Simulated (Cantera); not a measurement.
A closed system holds: 1 mol FeS₂, 0.15 mol SO₃, 2.2 mol N₂, equilibrated at 25.0 mbar.

Cantera equilibrium calculation (NASA polynomials, part measured and part estimated; ideal gas, pure solids and liquids). Candidate condensed phases: Fe, FeO, FeS, FeSO₄, FeS₂, Fe₂O₃, Fe₂(SO₄)₃, Fe₃O₄, S; 19 gas species. FeS: taken at fixed stoichiometry. Gases not in the tables: S₃ to S₇. Rates play no part.

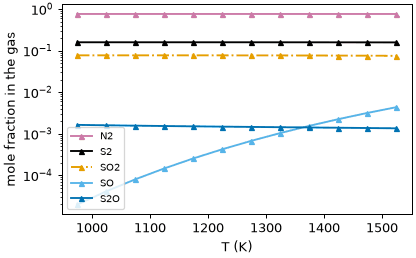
Equilibrium gas composition (values under 1e-9 drawn at 1e-9)

From 975 K to 1425 K the condensed part is FeS(s). From 1475 K to 1525 K the condensed part is FeS(l).
